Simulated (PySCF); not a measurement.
Potential energy curve for CaH, doublet.

Methods: UKS-r2SCAN = unrestricted r2SCAN/def2-TZVP run with PySCF 2.14.0; UKS-BLYP = unrestricted BLYP/def2-TZVP (PySCF); ROHF/def2-TZVP (PySCF).

Magnitude of the dipole moment (D; its direction can reverse along the curve, and a method can change to another solution) and Mulliken charge of the fragment that holds Ca1:

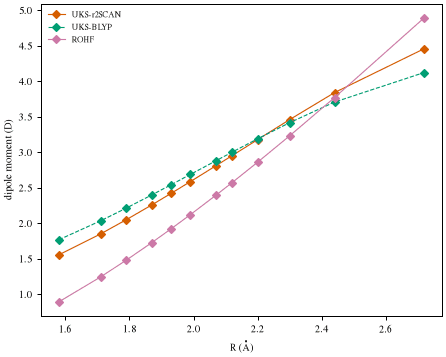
Dipole moment against bond length.

```tsv
R / Å	μ UKS-r2SCAN	q UKS-r2SCAN	μ UKS-BLYP	q UKS-BLYP	μ ROHF	q ROHF
1.58	1.56	0.35	1.77	0.28	0.89	0.42
1.71	1.85	0.31	2.03	0.26	1.24	0.39
1.79	2.05	0.30	2.21	0.26	1.48	0.38
1.87	2.26	0.29	2.40	0.25	1.73	0.37
1.93	2.42	0.29	2.54	0.25	1.92	0.36
1.99	2.59	0.29	2.69	0.25	2.12	0.36
2.07	2.81	0.28	2.88	0.25	2.39	0.36
2.12	2.95	0.28	3.00	0.26	2.57	0.36
2.20	3.18	0.28	3.19	0.26	2.86	0.36
2.30	3.46	0.29	3.42	0.26	3.23	0.36
2.44	3.84	0.29	3.71	0.27	3.77	0.37
2.72	4.46	0.29	4.12	0.27	4.89	0.39
```

The scan ran from 1.58 to 7.90 Å; beyond the distances shown one of the unrestricted levels run for this scan, shown here or not, changes its spin distribution in one step.
